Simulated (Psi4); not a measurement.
# AlNH3 (SMILES [NH2][AlH]) at UMN15/6-31+G(d,p) (spherical functions, sweep point 5)

Aim: the vertical ionisation energy of AlNH3 at UMN15/6-31+G** (spherical functions, sweep point 5), from 2 runs. 

The calculation is run with Psi4 1.11.

## 1. The system as given

AlNH3: 5 atoms, total charge 0, spin state doublet. As SMILES, `[NH2][AlH]`. The coordinates come from a PBE0-D4/def2-TZVP relaxation. This is one conformer, not always the lowest.

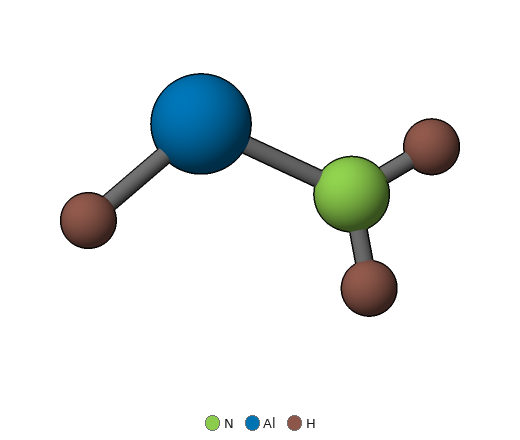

Viewed from a chosen angle; nitrogen green, aluminium blue, hydrogen brown.

## 2. A single-point energy at UMN15/6-31+G(d,p) (spherical functions, sweep point 5)

File alh3n.py:

```python
import psi4

psi4.set_memory(1600000000)
psi4.set_num_threads(1)
psi4.set_output_file('psi4.out', False)

m = psi4.geometry("""
0 2
N     -0.116600    -0.660800     0.175100
Al     0.836600     0.833900     0.120800
H      0.148500    -1.505300     0.655500
H     -1.010300    -0.782800    -0.277400
H      0.191800     2.041400    -0.715400
symmetry c1
""")

psi4.set_options({
    'basis': '6-31+G**',
    'reference': 'uks',
    'puream': True,
    'scf_type': 'pk',
    'dft_radial_points': 99,
    'dft_spherical_points': 590,
    'maxiter': 100,
})

result = psi4.energy("mn15")
print(f'mn15 energy: {result:.10f} Eh')
for k, v in sorted(psi4.core.scalar_variables().items()):
    print(f'{k:45s} {v:18.10f}')
```

On the command line:

```bash
python alh3n.py
```

psi4.out (excerpt; [...] marks lines left out):

```text
[...]
  Running in c1 symmetry.
[...]
  Nuclear repulsion =   46.235092034097001
[...]
  Multiplicity = 2
[...]
  Nalpha       = 12
  Nbeta        = 11
[...]
    Number of basis functions: 55
[...]
   @UKS iter   1:  -298.46407760358062   -2.97876e-01   1.48152e-02 DIIS/ADIIS
[...]
   @UKS iter   9:  -298.76567295078542   -1.95246e-08   5.30449e-07 DIIS
[...]
   @S^2 Observed:                7.517848367E-01
[...]
    Orbital Energies [Eh]
    ---------------------
    Alpha Occupied:
       1A    -55.277658     2A    -14.088297     3A     -4.050839
       4A     -2.741813     5A     -2.739456     6A     -2.734265
       7A     -0.871459     8A     -0.519317     9A     -0.476704
      10A     -0.368368    11A     -0.308062    12A     -0.203118
    Alpha Virtual:
      13A     -0.026172    14A      0.025096    15A      0.054598
      16A      0.076514    17A      0.092409    18A      0.105455
      19A      0.129961    20A      0.149895    21A      0.157171
      22A      0.184832    23A      0.240014    24A      0.257184
      25A      0.281490    26A      0.300865    27A      0.331907
[...]
  @UKS Final Energy:  -298.76567295078542
   => Energetics <=
    Nuclear Repulsion Energy =             46.2350920340970006
    One-Electron Energy =                -504.9655208672438675
    Two-Electron Energy =                 175.0939338816282032
    DFT Exchange-Correlation Energy =     -15.1291779992667585
    Empirical Dispersion Energy =           0.0000000000000000
    VV10 Nonlocal Energy =                  0.0000000000000000
    Total Energy =                       -298.7656729507854152
[...]
 Multipole Moments:
 ------------------------------------------------------------------------------------
     Multipole            Electronic (a.u.)      Nuclear  (a.u.)        Total (a.u.)
 ------------------------------------------------------------------------------------
 L = 1.  Multiply by 2.5417464519 to convert [e a0] to [Debye]
 Dipole X            :          2.1824080           -2.2703034           -0.0878954
 Dipole Y            :          1.1671266           -1.5586141           -0.3914875
 Dipole Z            :          0.7630971           -0.6584655            0.1046316
 Magnitude           :                                                    0.4146515
[...]
```

The script printed:

```text
mn15 energy: -298.7656729508 Eh
CURRENT ENERGY                                   -298.7656729508
CURRENT REFERENCE ENERGY                         -298.7656729508
DD SOLVATION ENERGY                                 0.0000000000
DFT FUNCTIONAL TOTAL ENERGY                      -298.7656729508
DFT TOTAL ENERGY                                 -298.7656729508
DFT VV10 ENERGY                                     0.0000000000
DFT XC ENERGY                                     -15.1291779993
GRID ELECTRONS ALPHA                               12.0000001183
GRID ELECTRONS BETA                                11.0000000636
GRID ELECTRONS TOTAL                               23.0000001819
NUCLEAR REPULSION ENERGY                           46.2350920341
ONE-ELECTRON ENERGY                              -504.9655208672
PCM POLARIZATION ENERGY                             0.0000000000
PE ENERGY                                           0.0000000000
SCF ITERATION ENERGY                             -298.7656729508
SCF ITERATIONS                                      9.0000000000
SCF TOTAL ENERGY                                 -298.7656729508
TWO-ELECTRON ENERGY                               175.0939338816
XC GRID RADIAL POINTS                              99.0000000000
XC GRID SPHERICAL POINTS                          590.0000000000
XC GRID TOTAL POINTS                           281958.0000000000
```

Wall time 22 s (1 thread of Intel Xeon Platinum 8259CL at 2.50GHz (Skylake/Cascade Lake), shared host); peak memory 1.3 GiB.

## 3. The singlet cation, same level

File run.py:

```python
import psi4

psi4.set_memory(1600000000)
psi4.set_num_threads(1)
psi4.set_output_file('run.log', False)

mol = psi4.geometry("""
1 1
N     -0.116600    -0.660800     0.175100
Al     0.836600     0.833900     0.120800
H      0.148500    -1.505300     0.655500
H     -1.010300    -0.782800    -0.277400
H      0.191800     2.041400    -0.715400
symmetry c1
""")

psi4.set_options(dict(basis='6-31+G**', reference='rks', puream=True, scf_type='pk', dft_radial_points=99, dft_spherical_points=590))

E, wfn = psi4.energy('mn15', return_wfn=True)
print(f'total energy {E:.8f} hartree = {E * 27.211386:.5f} eV')
for k, v in sorted(psi4.core.scalar_variables().items()):
    print(f'{k:45s} {v:18.10f}')
```

On the command line:

```bash
python run.py
```

run.log (excerpt; [...] marks lines left out):

```text
[...]
  Running in c1 symmetry.
[...]
  Nuclear repulsion =   46.235092034097001
[...]
  Multiplicity = 1
[...]
  Nalpha       = 11
  Nbeta        = 11
[...]
    Number of basis functions: 55
[...]
   @RKS iter   1:  -298.19647416000561   -3.02730e-02   1.42220e-02 ADIIS/DIIS
[...]
   @RKS iter   9:  -298.48352054874329   -5.31272e-08   4.29520e-07 DIIS
[...]
    Orbital Energies [Eh]
    ---------------------
    Doubly Occupied:
       1A    -55.599643     2A    -14.309517     3A     -4.365313
       4A     -3.055377     5A     -3.054476     6A     -3.046229
       7A     -1.084965     8A     -0.728477     9A     -0.704677
      10A     -0.604583    11A     -0.523065
[...]
  @RKS Final Energy:  -298.48352054874329
   => Energetics <=
    Nuclear Repulsion Energy =             46.2350920340970006
    One-Electron Energy =                -498.8903381322542145
    Two-Electron Energy =                 169.1522276270346765
    DFT Exchange-Correlation Energy =     -14.9805020776208444
    Empirical Dispersion Energy =           0.0000000000000000
    VV10 Nonlocal Energy =                  0.0000000000000000
    Total Energy =                       -298.4835205487433427
[...]
 Multipole Moments:
 ------------------------------------------------------------------------------------
     Multipole            Electronic (a.u.)      Nuclear  (a.u.)        Total (a.u.)
 ------------------------------------------------------------------------------------
 L = 1.  Multiply by 2.5417464519 to convert [e a0] to [Debye]
 Dipole X            :          3.3050657           -2.2703034            1.0347623
 Dipole Y            :          2.0552091           -1.5586141            0.4965950
 Dipole Z            :          1.0423405           -0.6584655            0.3838750
 Magnitude           :                                                    1.2102477
[...]
```

On the terminal:

```text
total energy -298.48352055 hartree = -8122.15029 eV
CURRENT ENERGY                                   -298.4835205487
CURRENT REFERENCE ENERGY                         -298.4835205487
DD SOLVATION ENERGY                                 0.0000000000
DFT FUNCTIONAL TOTAL ENERGY                      -298.4835205487
DFT TOTAL ENERGY                                 -298.4835205487
DFT VV10 ENERGY                                     0.0000000000
DFT XC ENERGY                                     -14.9805020776
GRID ELECTRONS ALPHA                               11.0000000579
GRID ELECTRONS BETA                                11.0000000579
GRID ELECTRONS TOTAL                               22.0000001159
NUCLEAR REPULSION ENERGY                           46.2350920341
ONE-ELECTRON ENERGY                              -498.8903381323
PCM POLARIZATION ENERGY                             0.0000000000
PE ENERGY                                           0.0000000000
SCF ITERATION ENERGY                             -298.4835205487
SCF ITERATIONS                                      9.0000000000
SCF TOTAL ENERGY                                 -298.4835205487
TWO-ELECTRON ENERGY                               169.1522276270
XC GRID RADIAL POINTS                              99.0000000000
XC GRID SPHERICAL POINTS                          590.0000000000
XC GRID TOTAL POINTS                           281958.0000000000
```

Run time: 13 s. Hardware: 1 thread of Intel Xeon Platinum 8259CL at 2.50GHz (Skylake/Cascade Lake), shared host; peak memory 1.3 GiB.

## 4. Results

At UMN15/6-31+G** (spherical functions, sweep point 5):

| quantity | value |
| --- | --- |
| doublet AlNH3: total energy | -298.76567 Eh |
| doublet AlNH3: dipole moment | 1.05 D |
| doublet AlNH3: HOMO energy (highest over α and β) | -5.53 eV |
| doublet AlNH3: LUMO energy (lowest over α and β) | -1.49 eV |
| doublet AlNH3: ⟨S²⟩ | 0.752 |
| singlet cation: total energy | -298.48352 Eh |
| singlet cation: HOMO energy | -14.23 eV |
| singlet cation: LUMO energy | -9.45 eV |
| singlet cation: HOMO–LUMO gap | 4.78 eV |
| vertical ionisation energy (to the singlet cation) | 7.678 eV |

**Reading.** The vertical ionisation energy comes to 7.68 eV (177 kcal/mol). Only the singlet of the ionised species was computed; a triplet could lie lower.
